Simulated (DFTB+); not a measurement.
## Run report: CuNH2, geometry relaxation (part 3 of 3)

CuNH2; GFN2-xTB, R-SCC, dispersion built in (DFTB+ 25.1). The geometry comes from this level: PBE0-D4/def2-TZVP.

Geometry of the input (Å):
```
N  -0.2773  0.2509  0.1175
Cu 1.3836  -0.3016  0.6526
H  -0.8624  -0.5815  0.0555
H  -0.1884  0.5719  -0.8459
```

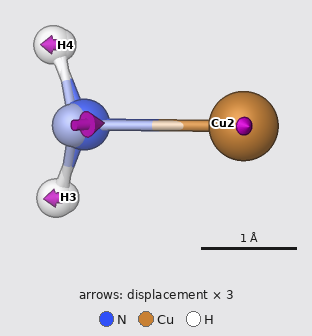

**Figure 1.** Start (faint) and end (solid) with the displacements as pink arrows, magnified 3 times (ball-and-stick view, seen at a tilt). The two geometries are laid on each other by the best rigid fit. The largest move after the best rigid fit is that of N1, 0.14 Å. By element the largest moves are N 0.14 Å, H 0.07 Å, Cu 0.07 Å. Distances before and after: N1–Cu2 1.830 → 1.800 Å, N1–H3 1.019 → 1.009 Å. Among the angles that change: Cu2–N1–H3 107.0° → 118.4°, H3–N1–H4 104.5° → 106.7°. After 20 geometry steps the energy has fallen by 5.63 kJ/mol. (Atoms are counted from 1 in the order of the input.)

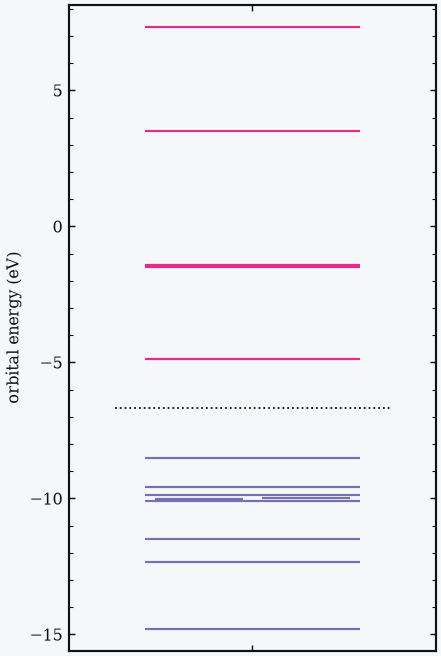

**Figure 2.** Orbital energies near the frontier; the dotted line parts filled from empty levels, and levels within 0.02 eV of each other stand side by side. Highest filled −8.51 eV, lowest empty −4.87 eV, 3.64 eV apart.
